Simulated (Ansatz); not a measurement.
The starting structures come from a database of crystals and need not be the phases stable at ambient conditions.

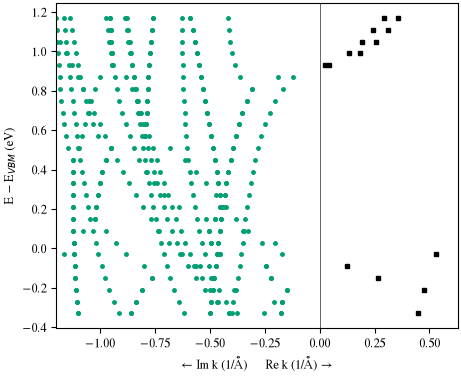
Fig. 1. Complex bands at the centre of the two-dimensional zone; PBEsol run with Ansatz (a quantum-chemistry and plane-wave program)

No gap correction and no spin-orbit coupling; mid-gap values are interpolated between computed energies.

Task: This is PdPbF4 (I4/mcm, not sure to be the ambient phase, 12 atoms a cell, 16.0 Å³ an atom, -3 GPa at this level) along the normal of (110). Read off the slowest decay at the centre of the two-dimensional zone at 0.45 eV, the computed energy nearest the middle of the gap.

Result: κ ≈ 0.29 1/Å, a decay length 1/(2κ) of the density of 1.7 Å.
